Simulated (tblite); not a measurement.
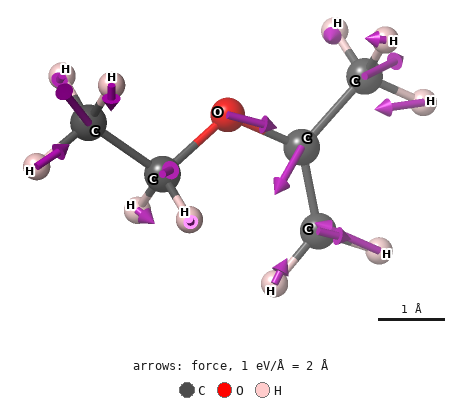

Starting geometry of C$_{5}$H$_{10}$O with the computed forces as purple arrows. A ball-and-stick model, seen at a tilt.

Computed with GFN2-xTB geometry optimisation, gas phase in tblite. 

What follows when this structure is relaxed?

It isn't relaxed: the largest force vector, on a C atom, is 0.68 eV/Å. The final displacements follow the starting forces only in part (cosine between the two patterns 0.37). The atom that moves furthest after the best rigid fit is an H atom (0.070 Å). By element the largest moves are H 0.070 Å, C 0.034 Å, O 0.021 Å. Some distances before and after: C–H 1.092 → 1.074 Å, C–O 1.378 → 1.363 Å, C–C 1.514 → 1.520 Å, C–O 1.418 → 1.412 Å. Bond angles that change, for instance: H–C–H 107.0° → 109.5°, H–C–H 106.4° → 108.6°. The energy falls by 0.042 eV in 35 geometry steps. The run took 0.12 s on 1 thread of Arm Neoverse V2, with other jobs on the host.
